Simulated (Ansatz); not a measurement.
Consider Ga7H20P7 (Ga7P7 zinc blende off sphere) (charge −1, doublet).

Input

```
crystal:
  periodic: [false, false, false]
  atoms:
    - {symbol: Ga, position_ang: [0.715718, -3.585494, 0.743552]}
    - {symbol: Ga, position_ang: [-1.867932, 2.344205, -2.337746]}
    - {symbol: Ga, position_ang: [0.677043, -0.819691, -2.129072]}
    - {symbol: Ga, position_ang: [-2.090725, -0.731124, 0.730707]}
    - {symbol: Ga, position_ang: [0.721419, -0.748677, 3.580838]}
    - {symbol: Ga, position_ang: [0.679753, 2.130727, 0.821231]}
    - {symbol: Ga, position_ang: [3.479989, -0.580210, 0.573726]}
    - {symbol: P, position_ang: [-3.099181, 0.832079, -0.831504]}
    - {symbol: P, position_ang: [-0.642227, -2.059995, -0.586028]}
    - {symbol: P, position_ang: [1.988455, -1.918891, 1.911028]}
    - {symbol: P, position_ang: [-0.869165, 0.361239, -3.545572]}
    - {symbol: P, position_ang: [-0.869944, 3.550438, -0.350805]}
    - {symbol: P, position_ang: [1.819403, 0.682244, -0.681493]}
    - {symbol: P, position_ang: [-0.637404, 0.582205, 2.058608]}
    - {symbol: H, position_ang: [1.621441, -4.394929, -0.282483]}
    - {symbol: H, position_ang: [-0.262280, -4.353497, 1.734581]}
    - {symbol: H, position_ang: [-3.002278, 3.146972, -3.141253]}
    - {symbol: H, position_ang: [1.668310, -1.711616, -2.982325]}
    - {symbol: H, position_ang: [-3.239313, -1.500444, 1.502466]}
    - {symbol: H, position_ang: [-0.254508, -1.738019, 4.353988]}
    - {symbol: H, position_ang: [1.633602, 0.275058, 4.385773]}
    - {symbol: H, position_ang: [1.671585, 2.980302, 1.715696]}
    - {symbol: H, position_ang: [4.265533, -1.501764, -0.457437]}
    - {symbol: H, position_ang: [4.267871, 0.444239, 1.500410]}
    - {symbol: H, position_ang: [-4.050954, 0.079435, -1.595616]}
    - {symbol: H, position_ang: [-4.049253, 1.599451, -0.080679]}
    - {symbol: H, position_ang: [-1.525573, -2.852720, -1.391390]}
    - {symbol: H, position_ang: [2.894700, -2.705254, 2.698374]}
    - {symbol: H, position_ang: [-1.338565, -0.689255, -4.453313]}
    - {symbol: H, position_ang: [-0.005163, 0.980865, -4.506339]}
    - {symbol: H, position_ang: [-0.006892, 4.512983, -0.968800]}
    - {symbol: H, position_ang: [-1.333978, 4.453526, 0.705487]}
    - {symbol: H, position_ang: [2.559295, 1.549930, -1.549954]}
    - {symbol: H, position_ang: [-1.518792, 1.385683, 2.855333]}
basis:
  gaussian: {orbitals: def2-TZVP, fitting: {mean_field: def2-universal-jkfit}, initial_orbitals: start.molden}
total_charge: -1
magnetization: {spin_polarized: true, initial_magnetization: 1}
hamiltonian: {xc: pbe0, dispersion: d4}
scf: {omitted_lower_state_checks: [starts]}
output: {orbitals: {seedname: orbitals}}
```

Command:

```sh
ansatz run in.yaml --threads 2 --pin off --events-out ev --progress --plain --max-ram 32768MiB --backend cuda --devices 0, --max-vram 18GiB
```

Geometry: PBE-D4/def2-SVP.

All numbers below come from Ansatz 0.2.0, UKS PBE0-D4/def2-TZVP.

**Predict the electron density, electron localisation function and spin density between the atoms.**

P–H (1.44 Å): the density is about 1 e/Å³ at the midpoint; the ELF climbs to about 1 towards the hydrogen, as it does in any bond to H.
Ga–P (2.43 Å): ρ is about 0.51 e/Å³ halfway; the ELF peaks at about 0.95 between the atoms: localised, covalent bonding.
Ga–P (2.46 Å): ρ at the midpoint is about 0.48 e/Å³; the ELF peaks at about 0.95 between the atoms, as expected for a shared electron pair.
Ga–H (1.61 Å): ρ at the midpoint is about 0.89 e/Å³; the ELF climbs to about 1 towards the hydrogen.
The unpaired spin (1 electron) lies mostly on Ga2 (about 0.4), P12 (about 0.2), P11 (about 0.2), H29 (about 0.1) and H32 (about 0.1), in electrons by Hirshfeld's partition.

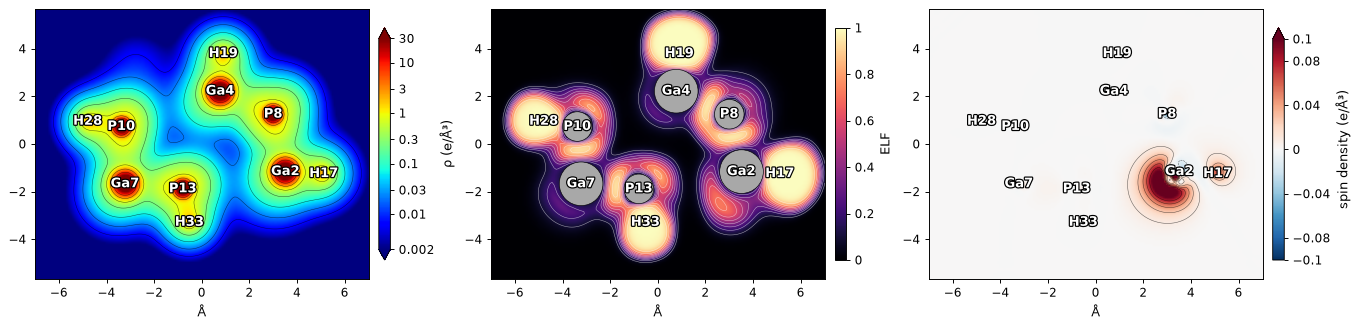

Computed electron density, electron localisation function and spin density on the plane of atoms P8, Ga4 and H19, in this order. Grey discs cover the atomic cores in the ELF map. 
